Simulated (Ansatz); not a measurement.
# Run report: P2H6, single-point calculation

System: P2H6, SMILES P.P.
Method: RKS PBE0-D4/def2-TZVPPD (Ansatz 0.2.0).

The geometry is a complex of two molecules. The geometry comes from this level: PBE0-D4/def2-TZVP.

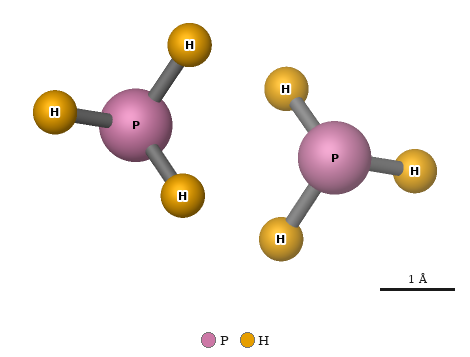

**Figure 1.** The structure as given in the input (ball-and-stick view, seen at a tilt). Bond lengths as drawn: H–P 1.42 Å.

**Input**
```yaml
crystal:
  periodic: [false, false, false]
  atoms:
    - {symbol: P, position_ang: [0.240123, -0.196851, -1.730950]}
    - {symbol: H, position_ang: [0.427937, -0.358236, -3.130587]}
    - {symbol: H, position_ang: [0.227886, 1.219180, -1.806641]}
    - {symbol: H, position_ang: [-1.171546, -0.298945, -1.819689]}
    - {symbol: P, position_ang: [-0.231704, 0.202767, 1.728781]}
    - {symbol: H, position_ang: [-0.427435, 0.366628, 3.127029]}
    - {symbol: H, position_ang: [1.180862, 0.278906, 1.828297]}
    - {symbol: H, position_ang: [-0.246021, -1.213349, 1.803760]}
basis:
  gaussian: {orbitals: "def2-TZVPPD.json"}
hamiltonian: {xc: pbe0, dispersion: d4}
output: {orbitals: {seedname: orbitals}}
```

Launched with:
```bash
ansatz run in.yaml --threads 2 --pin off --events-out ev --progress --plain --max-ram 5222MiB
```

**Output**
```
Functional definition: PBE0
  name "PBE0"
  cite "Adamo & Barone, J. Chem. Phys. 110, 6158 (1999) doi:10.1063/1.478522"
  cite "Perdew, Burke & Ernzerhof, Phys. Rev. Lett. 77, 3865 (1996) doi:10.1103/PhysRevLett.77.3865"
  parent pbe
  parameter a = 0.25
  parameter kappa = 0.804
  parameter beta = 0.06672455060314922
  exchange = (1 - a)*pbe_x(kappa = kappa, mu = beta*pi^2/3) + a*exact_x
  correlation = pbe_c(beta = beta)
1034 factors; their error is unknown
mean field evaluation 1: about -18667.1819 eV, gradient 1.6e1 eV
mean field evaluation 2: about -18667.6406 eV, gradient 1.1e1 eV
mean field evaluation 4: about -18667.9391 eV, gradient 5.1e-1 eV
mean field evaluation 8: about -18667.9727 eV, gradient 1.3e-2 eV
mean field -18667.97266947 eV, -686.0353419967 hartree, gradient 1.5e-5 eV, S^2 0.000000; 0 other end points of the search recorded, 0 dependent functions left out
reference -18667.97270302 eV, -686.0353432297 hartree; 18, 18 occupied and 180, 180 virtual orbitals, 1034 factors
Total energy: -18668.06624270 eV, -686.0387807494 hartree
```

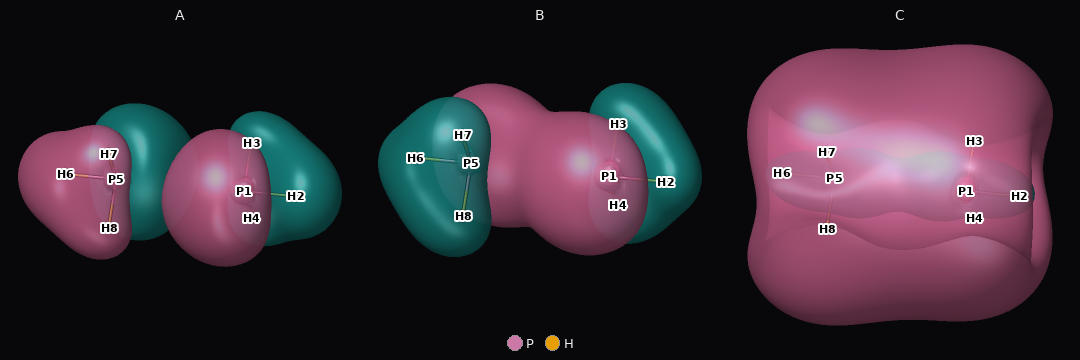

**Figure 2.** Three frontier orbitals at ±0.04 Å⁻³ᐟ² (teal and pink are the two phases). B is the HOMO−1 (−8.06 eV). A is the HOMO (−7.56 eV). C is the LUMO (0.08 eV). Its weight (Hirshfeld) is mainly on P1 (25 %), P5 (25 %), H4 (10 %), H3 (10 %) and H8 (10 %); it is gerade (even under inversion). The HOMO–LUMO gap is 7.64 eV between the orbital energies.

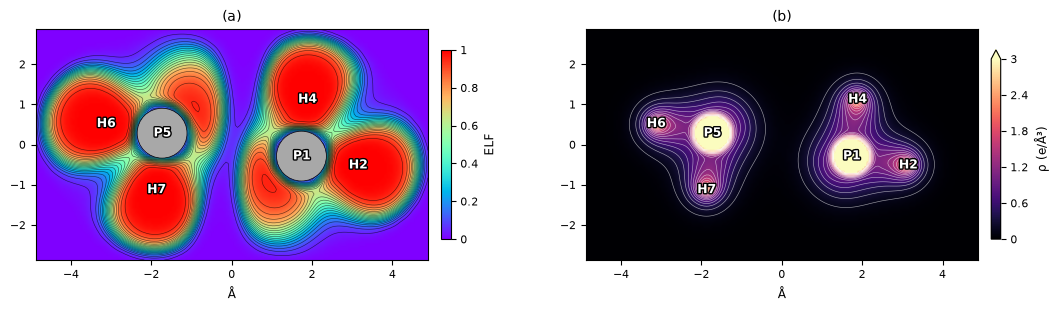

**Figure 3.** (a) electron localisation function; (b) electron density on the plane of atoms H2, P1 and H4. Grey discs, where drawn, cover atomic cores. Atoms in the plane: P and H. P1···P5 (3.51 Å): ρ is about 0.06 e/Å³ halfway; the ELF is only about 0.05 between them; a non-bonded, intermolecular contact. P–H (1.42 Å): ρ is about 1.1 e/Å³ halfway; the ELF climbs to about 1 towards the hydrogen, as it does in any bond to H.

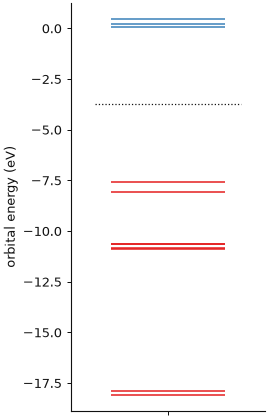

**Figure 4.** Orbital energies near the frontier; the dotted line parts filled from empty levels, and levels within 0.02 eV of each other stand side by side. Highest filled −7.56 eV, lowest empty 0.08 eV, 7.64 eV apart.

**Key numbers**

- outcome: converged
- total energy: −18668.0662 eV
- mean-field energy: −18667.9727 eV
- dispersion energy: −0.0935 eV
- SCF solution under orbital rotations: stable
- HOMO: −7.56 eV
- LUMO: 0.08 eV
- hardware: 2 threads of Arm Neoverse V1, 23 GiB of memory available, shared host
- wall time: 2.7 s (CPU time 5.1 s)
- peak memory: 0.38 GiB
